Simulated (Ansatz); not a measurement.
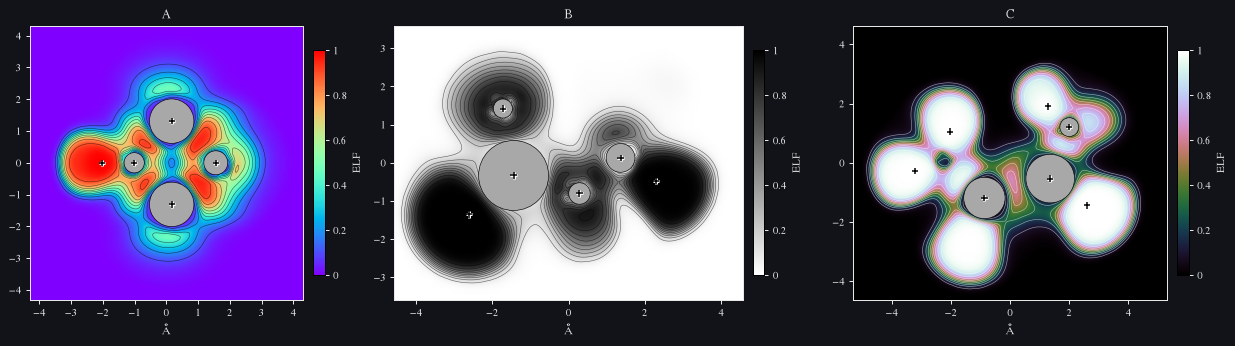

The electron localisation function of 3 systems, each on a plane through atoms (crosses mark nuclei in the plane; grey discs cover the cores).

These are results of RKS PBE-D4/def2-SVP in Ansatz 0.2.0, not measurements.

System 1: CH8GeN2OSi (SMILES [NH2][GeH]1[NH][SiH]1CO), the plane of atoms N1, Ge2 and Si4. 

```tsv
atom	x (Å)	y (Å)	z (Å)
N	-2.1998	-0.6226	-1.0429
Ge	-0.9448	-1.1436	0.2194
N	0.8661	-1.3730	-0.3547
Si	1.0229	-0.0409	0.7560
C	1.3285	1.7507	0.1582
O	0.7308	2.6571	1.0852
H	-2.5162	-1.3979	-1.6395
H	-1.8686	0.1317	-1.6558
H	-1.5411	-2.4028	0.9045
H	1.4668	-2.0476	-0.8351
H	1.7214	-0.2298	2.0822
H	2.4177	1.9748	0.1487
H	0.9707	1.8854	-0.8927
H	-0.2236	2.4518	1.1075
```

System 2: C2H6FGaO, the plane of atoms F5, Ga4 and H11. 

```xyz
11

C     0.2796   -0.5588    1.2209
C    -0.8259    0.2660    0.5727
O    -0.9756   -0.0020   -0.8190
Ga    0.3128    0.2788   -2.0304
F     1.7934    1.0073   -1.3711
H     0.3298   -0.3672    2.3128
H     1.2649   -0.2944    0.7836
H     0.0999   -1.6427    1.0694
H    -0.6378    1.3508    0.7506
H    -1.8057    0.0309    1.0455
H     0.1646   -0.0688   -3.5351
```

System 3: CH7NSi2, the plane of atoms C1, Si2 and N3. 

```xyz
11

C    -1.0914   -0.1008   -0.5101
Si   -0.3535   -0.3013    1.2387
N     1.2304    0.0884    0.5695
Si    0.6779    0.3213   -1.0884
H    -1.8296    0.7178   -0.6184
H    -1.5138   -1.0279   -0.9450
H    -0.4715   -1.6827    1.8365
H    -0.8685    0.6748    2.2693
H     2.1530    0.1642    0.9987
H     1.2729   -0.6296   -2.0991
H     0.8597    1.7186   -1.6312
```

> Match each panel to its system.

Panel A is system 3, CH7NSi2: the plane holds C, Si, N and H. Si–N (1.76 Å): the ELF peaks at about 0.90 between the atoms, as expected for a shared but strongly polarised pair. Panel B is system 2, C2H6FGaO: the plane holds C, O, Ga, F and H. C–O (1.43 Å): the ELF peaks at about 0.90 between the atoms, as expected for a polar covalent bond. Panel C is system 1, CH8GeN2OSi: the plane holds N, Ge, Si and H. Ge–N (1.85 Å): the ELF peaks at about 0.90 in the valence shell of N, 0.6 Å from its nucleus, and is about 0.50 at the midpoint.
